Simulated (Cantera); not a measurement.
Input: 1 mol SiH2Cl2, 15 mol N2O, held at 750 Torr.

These are equilibrium values from Cantera (NASA tables, ideal gas, pure condensed phases), not measurements of a reactor. Candidate condensed phases: H2O, NH4Cl, Si, SiO2, Si2N2O, Si3N4; 47 gas species. The tables hold silica as quartz up to 1696 K and as liquid above; real silica turns to tridymite and cristobalite and melts near 1996 K. Gases not in the tables: Si(OH)4. Kinetics and transport are ignored.

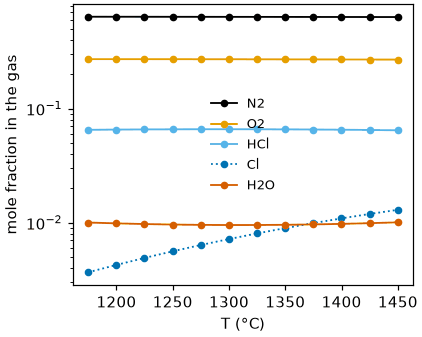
Figure. Equilibrium gas composition (values under 1e-9 drawn at 1e-9)

### Question
Read off the mole fractions at 1350 °C.

### Answer
N2 about 0.64, O2 about 0.27, HCl about 0.066, H2O about 0.0096, Cl about 0.0090.
